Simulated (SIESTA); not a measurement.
Band structure of WO2F (C2/c, 8 atoms in the cell).

```xyz
8
Lattice="4.8396 -2.6773 0.0000 4.8396 2.6773 0.0000 -2.9684 0.0000 4.4655" Properties=species:S:1:pos:R:3 pbc="T T T"
W      2.4198    -1.3386     0.0000
W      0.9356     1.3386     2.2327
O      0.1616    -0.0214     3.3024
O      6.5491     0.0214     1.1631
O      5.0649    -0.0214     3.3959
O      1.6458     0.0214     1.0696
F      2.6132     1.2426     3.3491
F      4.0975    -1.2426     1.1164
```

Computed with SIESTA 5.4.2 with GGA PBEsol, numerical atomic orbitals DZP, PseudoDojo PBEsol standard norm-conserving potentials (rewritten from UPF to PSML).

Settings: XC.functional = GGA; XC.authors = PBEsol; potentials = PseudoDojo PBEsol standard; PAO.BasisSize = DZP; PAO.EnergyShift = 0.01 Ry; MeshCutoff = 300 Ry; kgrid.MonkhorstPack = 4 4 4; OccupationFunction = MP; OccupationMPOrder = 0; ElectronicTemperature = 0.136 eV; MaxSCFIterations = 150; SCF.Mixer.Method = Pulay; SCF.Mixer.Weight = 0.2; SCF.Mixer.History = 6.

The starting cell comes from a database of computed structures (which also holds hypothetical and non-ambient phases and stackings), without a prior relaxation at this level. Spin-orbit coupling is off. Spin polarisation is off. Values carry the incompleteness of an atom-centred basis.

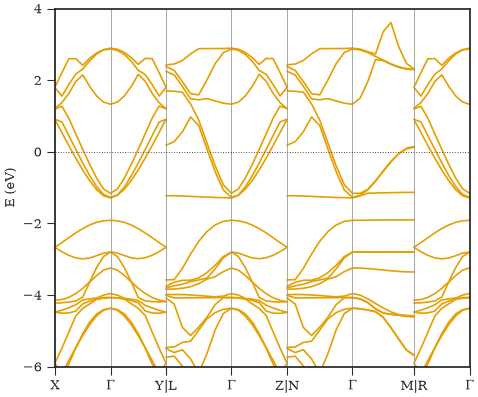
Fig. 1. Bands along the path, energies from the Fermi level.

Levels in eV from the Fermi level, bands 30 to 35:
| point | 30 | 31 | 32 | 33 | 34 | 35 |
|---|---|---|---|---|---|---|
| X | -4.15 | -2.67 | -2.67 | 0.90 | 0.91 | 1.19 |
| Γ | -2.80 | -2.80 | -1.91 | -1.29 | -1.27 | -1.16 |
| Y | -4.18 | -2.67 | -2.67 | 0.91 | 0.91 | 1.20 |
| Z | -4.19 | -2.67 | -2.67 | 0.91 | 0.91 | 1.20 |
| M | -2.80 | -2.80 | -1.90 | -1.13 | 0.13 | 0.15 |

Bands cross the Fermi level along this path, so the cell is metallic at this level.

Higher empty bands are left out: an atom-centred basis made for the valence describes them poorly.
